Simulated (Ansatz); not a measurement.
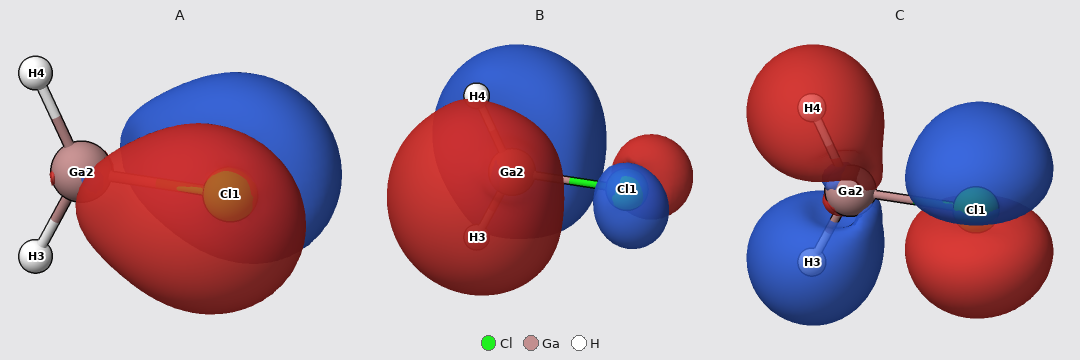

ClGaH2. Three frontier orbitals at ±0.08 Å⁻³ᐟ² (blue and red are the two phases), in no order.

Geometry: PBE0-D4/def2-SVP.

Theory: isolated molecule in a Gaussian basis; Kohn-Sham density functional theory, functional PBE0 (Ansatz).

The calculation's input:

```
crystal:
  periodic: [false, false, false]
  atoms:
    - {symbol: Cl, position_ang: [-1.701390, 0.506746, -0.768856]}
    - {symbol: Ga, position_ang: [0.196631, -0.070637, 0.076290]}
    - {symbol: H, position_ang: [0.587597, -1.565305, -0.131212]}
    - {symbol: H, position_ang: [0.972761, 1.068996, 0.803478]}
basis:
  gaussian: {orbitals: def2-TZVPD}
hamiltonian: {xc: {name: PBE0}}
output: {forces: true, orbitals: {seedname: orbitals}}
```

Command:

```sh
ansatz run input.yaml --threads 2 --pin off --max-ram 5220MiB --events-out events.jsonl --progress --plain --runs-dir runs
```

Which picture is the HOMO−1, the HOMO and the LUMO?

Answer. A is the HOMO−1 (−9.21 eV). It lies mainly on Cl1 (about 90 %) and Ga2 (about 10 %); it changes sign across the molecular plane (π type). C is the HOMO (−8.48 eV). It lies mainly on Cl1 (about 60 %), Ga2 (about 15 %), H3 (about 15 %) and H4 (about 15 %); it is symmetric in the molecular plane (an in-plane orbital: σ, lone-pair or in-plane π type). B is the LUMO (−1.87 eV). It lies mainly on Ga2 (about 80 %) and Cl1 (about 10 %); it changes sign across the molecular plane (π type).

What is the HOMO–LUMO gap?

Answer. 6.61 eV between the orbital energies.
